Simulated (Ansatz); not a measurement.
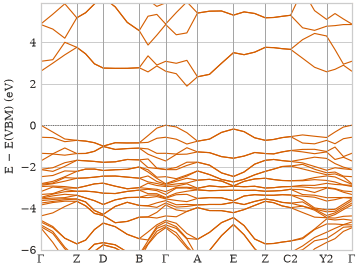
Fig. 1. Band structure from DFT-HSE06 in the program Ansatz with PAW potentials

The gap is 1.87 eV; an edge lies off the plotted path or next to a special point (maximum at Γ, minimum off the standard path).

The material is AgAuO₂ in space group P2_1/c (No. 14; Ag on 2d, Au on 2a, O on 4e).

The workflow started from a Materials Project entry (that database holds measured and hypothetical structures alike); the Crystallography Open Database copy checked does not list it. Its standing as an ambient phase is unchecked. The HSE06 relaxation kept the symmetry of its start; whether a distortion lowers the energy is not shown. The run is not spin-polarised. The hybrid was solved on a coarse mesh, the path and, where they were found, the r²SCAN edge points; its band edges are the extreme levels among these. Spin–orbit coupling is left out wherever it is not named.

Potentials: the later of the program's two PAW sets.
